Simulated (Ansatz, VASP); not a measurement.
## CuI (Marshite): VASP beside Ansatz

Aim: how closely do two programs agree when they are given the same cell, functional and k mesh?

Method: plane waves, with VASP 6.6.1 beside it; single point at PBE, in Ansatz 0.2.0.

The database entry behind the starting cell differs from later determinations by our own check (about 0.15 % long (mineral sample)), so it need not match the best structure at ambient conditions.

## 1. The starting structure

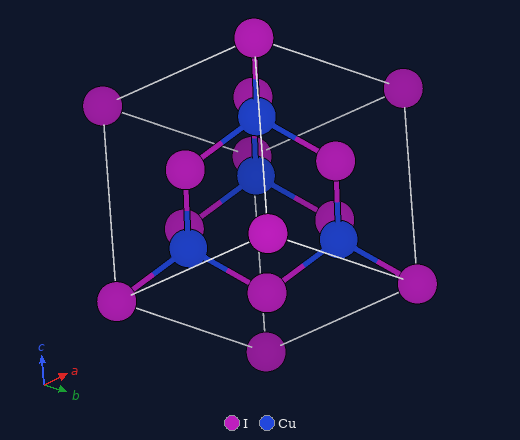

Start, viewed from a free direction; iodine pink, copper blue. This picture shows the conventional cell, with its axes. Bonds to atoms that aren't drawn are left out. Some periodic images of atoms are drawn too.

Coordinates:

```xyz
2
Lattice="0.0000 3.0315 3.0315 3.0315 0.0000 3.0315 3.0315 3.0315 0.0000" Properties=species:S:1:pos:R:3 pbc="T T T"
I     0.0000    0.0000    0.0000
Cu    4.5473    4.5473    4.5473
```

## 2. VASP: single point, PBE

A single point gives forces, pressure and levels at one fixed geometry, so differences don't come from the geometry; what else differs is listed under the comparison.

Lines of VASP's logs that name or quote its potential files are left out, and so is its time.

INCAR reads:

```
SYSTEM = CuI
PREC = Accurate
ENCUT = 400
EDIFF = 1E-07
NELM = 100
ISMEAR = 0
SIGMA = 0.01
LREAL = .FALSE.
ALGO = Normal
GGA = PE
NBANDS = 15
LASPH = .TRUE.
LORBIT = 11
LWAVE = .FALSE.
LCHARG = .FALSE.
KPAR = 2
```

POSCAR reads:

```
CuI
1.0
    0.0000000000      3.0315000000      3.0315000000
    3.0315000000      0.0000000000      3.0315000000
    3.0315000000      3.0315000000      0.0000000000
I Cu
1 1
Direct
    0.0000000000      0.0000000000      0.0000000000
    0.7500000000      0.7500000000      0.7500000000
```

KPOINTS reads:

```
Automatic mesh
0
Gamma
7 7 7
0 0 0
```

The projector-augmented-wave data sets are I and Cu (PBE family, release 64).

Started as:

```console
$ mpirun -np 2 vasp_std
```

Numbers of over 12 decimals in the logs are rounded to 6 here.

The log of the run:

```text
[banner, memory and clock lines left out]
running    2 mpi-ranks, on    1 nodes
 distrk:  each k-point on    1 cores,    2 groups
 distr:  one band on    1 cores,    1 groups

 POSCAR found type information on POSCAR I Cu
 POSCAR found :  2 types and       2 ions
 LDA part: xc-table for (Slater+PW92), standard interpolation
 POSCAR, INCAR and KPOINTS ok, starting setup
 FFT: planning ... GRIDC
 FFT: planning ... GRID_SOFT
 FFT: planning ... GRID
 WAVECAR not read
 entering main loop
       N       E                     dE             d eps       ncg     rms          rms(c)
DAV:   1     0.859391670527E+02    0.85939E+02   -0.63418E+03   607   0.101E+03
DAV:   2    -0.628693558812E+00   -0.86568E+02   -0.78237E+02   614   0.215E+02
DAV:   3    -0.563358719801E+01   -0.50049E+01   -0.49460E+01   831   0.568E+01
DAV:   4    -0.577043425085E+01   -0.13685E+00   -0.13681E+00   665   0.924E+00
DAV:   5    -0.577809300715E+01   -0.76588E-02   -0.76586E-02   946   0.237E+00    0.525E+00
DAV:   6    -0.570278585911E+01    0.75307E-01   -0.28000E+00   614   0.458E+01    0.338E+00
DAV:   7    -0.556200194749E+01    0.14078E+00   -0.66279E-01   628   0.274E+01    0.167E+00
DAV:   8    -0.556385691058E+01   -0.18550E-02   -0.37465E-02   945   0.273E+00    0.467E-01
DAV:   9    -0.556158206662E+01    0.22748E-02   -0.86324E-03   747   0.279E+00    0.162E-01
DAV:  10    -0.556175136316E+01   -0.16930E-03   -0.65488E-04   798   0.177E-01    0.394E-02
DAV:  11    -0.556175747037E+01   -0.61072E-05   -0.20822E-04   782   0.413E-01    0.387E-02
DAV:  12    -0.556175532012E+01    0.21502E-05   -0.15151E-05   942   0.684E-02    0.280E-02
DAV:  13    -0.556175343489E+01    0.18852E-05   -0.79960E-06   854   0.858E-02    0.521E-03
DAV:  14    -0.556175411771E+01   -0.68282E-06   -0.29304E-06   977   0.255E-02    0.513E-03
DAV:  15    -0.556175402863E+01    0.89074E-07   -0.52815E-08   475   0.422E-03
   1 F= -.55617540E+01 E0= -.55617540E+01  d E =-.397281E-24
```

OUTCAR, selected parts (step 2):

```text
ion  position               nearest neighbor table
   1  0.000  0.000  0.000-   2 2.63   2 2.63   2 2.63   2 2.63
   2  0.750  0.750  0.750-   1 2.63   1 2.63   1 2.63   1 2.63

  LATTYP: Found a face centered cubic cell.
 ALAT       =     6.0630000000

 Subroutine GETGRP returns: Found 24 space group operations
 (whereof 24 operations were pure point group operations)

The static configuration has the point symmetry T_d .

 Found     20 irreducible k-points:

   k-points           NKPTS =     20   k-points in BZ     NKDIM =     20   number of bands    NBANDS=     15

   dimension x,y,z NGX =    28 NGY =   28 NGZ =   28
   dimension x,y,z NGXF=    56 NGYF=   56 NGZF=   56

   ENCUT  =  400.0 eV  29.40 Ry    5.42 a.u.   6.99  6.99  6.99*2*pi/ulx,y,z

   NELECT =      18.0000    total number of electrons

 k-points in reciprocal lattice and weights: Automatic mesh
   0.00000000  0.00000000  0.00000000       0.003
   0.14285714  0.00000000  0.00000000       0.023
   0.28571429  0.00000000  0.00000000       0.023
   0.42857143  0.00000000  0.00000000       0.023
   0.14285714  0.14285714  0.00000000       0.017
   0.28571429  0.14285714  0.00000000       0.070
   0.42857143  0.14285714  0.00000000       0.070
  -0.42857143  0.14285714  0.00000000       0.070
  -0.28571429  0.14285714  0.00000000       0.070
[...]
-0.42857143  0.42857143  0.14285714       0.070
  -0.28571429  0.42857143  0.14285714       0.070

 average (electrostatic) potential at core
       1 -92.3163       2 -65.8714

 E-fermi :   4.5003

 k-point     1 :       0.0000    0.0000    0.0000
  band No.  band energies     occupation
    ...
      5       2.5824      2.00000
      6       2.5824      2.00000
      7       4.4323      2.00000
      8       4.4323      2.00000
      9       4.4323      2.00000
     10       5.5728      0.00000
     11       9.3017      0.00000
     12       9.3017      0.00000
     13       9.3018      0.00000
     14      12.6085      0.00000
    ...

 k-point     2 :       0.1429    0.0000    0.0000
  band No.  band energies     occupation
    ...
      5       2.5748      2.00000
      6       2.5748      2.00000
      7       3.7038      2.00000
      8       4.2850      2.00000
      9       4.2850      2.00000
     10       6.3754      0.00000
     11       9.2362      0.00000
     12       9.5732      0.00000
     13       9.5732      0.00000
     14      13.2641      0.00000
    ...

 k-point     3 :       0.2857    0.0000    0.0000
  band No.  band energies     occupation
    ...
      5       2.5763      2.00000
      6       2.5763      2.00000
      7       3.0235      2.00000
      8       3.9862      2.00000
      9       3.9862      2.00000
     10       6.7073      0.00000
     11       9.8935      0.00000
     12       9.8936      0.00000
     13      10.2933      0.00000
     14      13.2143      0.00000
    ...

  Total        0.0529485      0.0529485      0.0529485      0.0000000      0.0000000     -0.0000000
  in kB        1.5225145      1.5225145      1.5225145      0.0000000      0.0000000     -0.0000000
  external PRESSURE =       1.5225145 kB  Pullay stress =       0.0000000 kB

  energy-cutoff  :      400.00
  volume of cell :       55.72
      direct lattice vectors                 reciprocal lattice vectors
     0.000000000  3.031500000  3.031500000    -0.164934851  0.164934851  0.164934851
     3.031500000  0.000000000  3.031500000     0.164934851 -0.164934851  0.164934851
     3.031500000  3.031500000  0.000000000     0.164934851  0.164934851 -0.164934851

 POSITION                                       TOTAL-FORCE (eV/Angst)
 -----------------------------------------------------------------------------------
      0.00000      0.00000      0.00000         0.000000      0.000000      0.000000
      4.54725      4.54725      4.54725        -0.000000     -0.000000     -0.000000
 -----------------------------------------------------------------------------------
    total drift:                               -0.000004     -0.000004     -0.000004

  FREE ENERGIE OF THE ION-ELECTRON SYSTEM (eV)
  ---------------------------------------------------
  free  energy   TOTEN  =        -5.5617540286 eV

  energy  without entropy=       -5.5617540286  energy(sigma->0) =       -5.56175403

 total charge
# of ion       s       p       d       tot
------------------------------------------
    1        1.493   2.762   0.053   4.308
    2        0.327   0.261   9.332   9.920
--------------------------------------------------
tot          1.820   3.023   9.386  14.228

[... 3 further parts left out ...]
```

The run ends at a pressure of 0.15 GPa.

## 3. Ansatz: single point, PBE

Ansatz runs on its default PAW (the set named soft_2) files.

The same cell, functional, mesh and smearing now go to Ansatz, which takes its cutoff from its data sets.

input.yaml reads:

```yaml
crystal:
  lattice:
    - [0.0, 3.0315, 3.0315]
    - [3.0315, 0.0, 3.0315]
    - [3.0315, 3.0315, 0.0]
  atoms:
    - { symbol: I, position: [0.0, 0.0, 0.0] }
    - { symbol: Cu, position: [0.75, 0.75, 0.75] }
hamiltonian:
  xc: pbe
  pseudopotentials: { kind: paw }
kpoints:
  mp_grid: { grid: [7, 7, 7] }
scf:
  occupations: { method: gaussian, width: 0.01 }
  n_extra_bands: 4
output:
  forces: true
  stress: true
  eigenvalues: true
```

Started as:

```console
$ ansatz run input.yaml --threads 2 --pin off --max-ram 4608MiB --backend cpu --events-out ev --progress --plain --runs-dir out
```

The log of the run:

```text
scf.n_extra_bands = 4 over 18 filled bands (N_el = 36.0): the run solves 22 bands
Engine: ansatz 0.2.0, aarch64-unknown-linux-gnu
Pseudopotentials: kind: paw
Pseudopotential: I, paw, valence charge 17, recommended cutoff 420 eV (normal), I.paw.azcp
Pseudopotential: Cu, paw, valence charge 19, recommended cutoff 420 eV (normal), Cu.paw.azcp
Functional definition: PBE
  parameter kappa = 0.804
  parameter beta = 0.066725
  exchange = pbe_x(kappa = kappa, mu = beta*pi^2/3)
  correlation = pbe_c(beta = beta)
Crystal: 2 atoms, lattice volume = 55.719 Å³
Basis set: ecut = 420 eV, 1067 PW (Γ), exchange–correlation on 60×60×60 points (8 copies of the dense FFT grid, shifted against one another)
Bands: 22, of which v1, the nominal top of the filled ones, is band 18 counted from 1 (17 counted from 0)
Symmetry: 24 space group operations
Space group: F-43m (ITA 216), of the structure as read, at distance tolerance 3.8e-5 Å
k-points: 20 of 343 (time reversal used)
Non-local potential: I, projectors of the file, l = 0: 2, l = 1: 2, l = 2: 2, l = 3: 2
Non-local potential: Cu, projectors of the file, l = 0: 3, l = 1: 2, l = 2: 3, l = 3: 1
PAW form: soft (Blöchl's): semilocal exchange-correlation on the pseudo side does not see the compensation charge
PAW one-centre angular grid: I, 590 points (default); XC on 64 Gauss nodes
PAW one-centre angular grid: Cu, 590 points (default); XC on 64 Gauss nodes
Initial density: superposition of atomic densities (neutral atoms: chi_scale 0, normalization atom), corrected by the library's trained network
Initial wavefunctions: pseudopotential atomic-orbital guess
Functional: x = pbe(κ = 0.804, μ = 0.219515), c = pbe(β = 0.066725)
SCF iter   1: F=—  HF=-14138.365417 eV  |F-HF|=—  |Δ(HF+E_count)|=         —  Δρ=1.26e-3  dr2=6.99e-4  ethr=1.77e-3  ⟨swp⟩=6.4  Hψ=2186  notcnv=0
preconditioner: auto → none  [insulator: Δε(μ)=1.133 eV  Ē_g=8.967 eV  σ=0.010 eV  W_gap=1.00  n_scr=14 (ndim 8)  ℏωp=21.1 eV  f_vac=0.179  D(μ)=0.00/eV (n_scr^D=0)  ε∞_Penn≈6.5]
SCF iter   2: F=—  HF=-14138.365652 eV  |F-HF|=—  |Δ(HF+E_count)|=   2.35e-4  Δρ=2.17e-3  dr2=1.62e-3  ethr=1.94e-6  ⟨swp⟩=3.1  Hψ=1247  notcnv=0
SCF iter   3: F=—  HF=-14138.365297 eV  |F-HF|=—  |Δ(HF+E_count)|=   3.55e-4  Δρ=2.10e-4  dr2=2.08e-5  ethr=1.94e-6  ⟨swp⟩=2.0  Hψ=851  notcnv=0
SCF iter   4: F=—  HF=-14138.365330 eV  |F-HF|=—  |Δ(HF+E_count)|=   3.29e-5  Δρ=6.34e-5  dr2=1.47e-6  ethr=5.78e-8  ⟨swp⟩=2.0  Hψ=683  notcnv=0
SCF iter   5: F=—  HF=-14138.365336 eV  |F-HF|=—  |Δ(HF+E_count)|=   6.04e-6  Δρ=2.59e-5  dr2=3.56e-7  ethr=4.08e-9  ⟨swp⟩=2.0  Hψ=720  notcnv=0
SCF iter   6: F=-14138.365337 eV  HF=-14138.365337 eV  |F-HF|=1.00e-8  |Δ(HF+E_count)|=   7.91e-7  Δρ=5.52e-6  dr2=1.09e-8  ethr=2.78e-10  ⟨swp⟩=7.0  Hψ=2102  notcnv=0
SCF 1 converged in 6 iterations: F = -14138.365337 eV  dr2 = 1.09e-8
  greatest PAW one-centre occupation: 1.000 electrons in one spin orbital (limit 2), on the Cu atom at site 1 (counted from 0), in its partial waves of l = 0
SCF converged after 6 iterations
Free energy (F): -14138.365337 eV
Harris-Foulkes:  -14138.365337 eV  (|F-HF|=1.00e-8)
Internal energy: -14138.365337 eV  (E = F + TS)
E sigma→0 (E₀):  -14138.365337 eV
Fermi energy:    8.716975 eV
--- Per-component energies (eV) ---
  E_band       = -867.471246
  E_kinetic    = 489.433215
  E_local      = -7622.569120  (includes V_loc(G=0)·N_el)
  E_nonlocal   = 313.625853
  E_hartree    = 3542.869126
  E_xc         = -215.249525
  E_vxc        = -241.060746  (∫ρ·V_xc dr)
  E_paw        = -6492.343732  (= ΣΔE_a)
  E_vpaw       = -892.632053  (= ΣTr[D̂ρ^β])
  E_aug_tail   = 0.000298  (compensation charges beyond the density's cutoff)
  E_ewald      = -4154.131452
  E_smearing   = -0.000000  (= −TS)
  E_closure    = -0.000000  (closes the sum)
  Σ components = -14138.365337   (vs F -14138.365337, Δ=0.00e0)
--- Forces (eV/Å), atoms counted from 1 ---
  atom   1  I     -0.00000000     0.00000000    -0.00000000
  atom   2  Cu     0.00000000     0.00000000    -0.00000000
  max |Σ_I F_I| component: 1.50e-17 eV/Å
--- Stress (GPa, compression-positive) ---
        0.318798       0.000000      -0.000000
       -0.000000       0.318798       0.000000
       -0.000000       0.000000       0.318798
  P = ⅓ Tr σ = 0.3188 GPa (3.188 kbar)
--- Band table (eV; the first three rows and the last of 20) ---
  k-point 0: bands = [... 14 lower, 6.3076, 8.1563, 8.1563, 8.1563, 9.2776, 13.0321, 13.0321, 13.0321]
  k-point 1: bands = [... 14 lower, 6.3002, 7.4280, 8.0089, 8.0089, 10.0812, 12.9615, 13.3052, 13.3052]
  k-point 2: bands = [... 14 lower, 6.3019, 6.7497, 7.7098, 7.7098, 10.4148, 13.6291, 13.6291, 14.0134]
  k-point 19: bands = [... 14 lower, 6.3048, 6.4425, 6.5781, 6.9376, 12.0265, 13.0266, 14.3744, 15.1079]
```

It took 2.2 s on 2 threads of Arm Neoverse N1, shared host; peak memory 0.3 GiB; 4 s of CPU time.

The run ends at a pressure of 0.32 GPa.

## 4. Comparison

Known differences besides the PAW data sets themselves: the data sets hold 36 valence electrons in Ansatz (default PAW (the set named soft_2) files) and 18 in VASP; the cutoff is 420 eV in Ansatz and 400 eV in VASP. Total energies have different zeros and are not compared.

Both answers:

```csv
quantity,Ansatz,VASP,difference
pressure (GPa),0.32,0.15,+0.17
gap on the k mesh (eV),1.121,1.141,-0.019
```

Ansatz's pressure holds a Pulay correction of 0.04 GPa; VASP's holds none.

## 5. Summary of results

```
difference in gap on the k mesh (single point, PBE) : -0.019 eV
```

**Reading.** The difference in gap on the k mesh is -0.019 eV (single point, PBE), within the 0.08 eV picked in this series as the mark of a large difference. Differences of this kind measure data sets and numerical settings, not the functional's error against experiment.

[Lines on the potential files, build, host, timing and source positions are cut from VASP's logs without a mark.]

[Logs are printed without paths, hosts, clocks, repeated set-up lines and the standing remarks that a program may print on its own settings, such as how far it seeks lower states.]

[Hosts, paths, dates, database ids (printed as entryN), source tags and the programs' standing remarks are cut or masked in the printed files.]
